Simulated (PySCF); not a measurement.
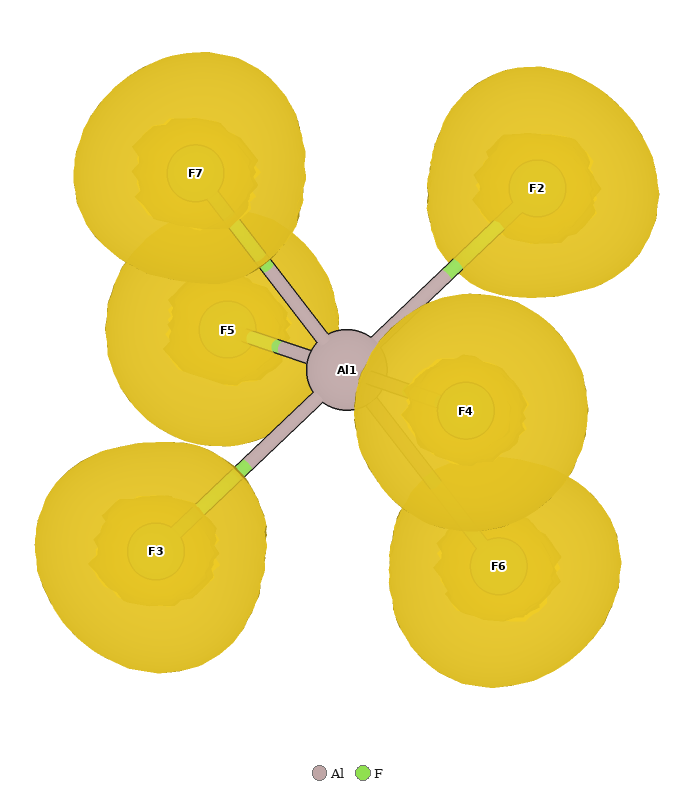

AlF6 (SMILES [F][Al-3]([F])([F])([F])([F])[F]) (charge −3). Isosurface of the ELF at 0.75 (yellow), seen from one side. Core shells and regions of very low density are left out.

Geometry: PBE0-D3(BJ)/def2-SVP.

The calculation used PBE0/pcSseg-1 Al:pcSseg-2, SCF density, gas phase, non-relativistic in PySCF.

```yaml
atoms:
  - { symbol: Al, position_ang: [0.0130, -0.0150, -0.0099] }
  - { symbol: F, position_ang: [0.0069, -0.0172, 1.8565] }
  - { symbol: F, position_ang: [0.0162, -0.0122, -1.8766] }
  - { symbol: F, position_ang: [1.8800, -0.0041, -0.0041] }
  - { symbol: F, position_ang: [-1.8537, -0.0243, -0.0185] }
  - { symbol: F, position_ang: [0.0047, 1.8519, -0.0016] }
  - { symbol: F, position_ang: [0.0249, -1.8809, -0.0143] }
```

### Where are the electrons localised?

At this value the surface marks out six regions wrapped around F (the valence shell of each). Along the contacts the grid gives the following. Al–F (1.87 Å): the ELF peaks at about 0.85 in the valence shell of F, 0.6 Å from its nucleus, and is about 0.35 at the midpoint.
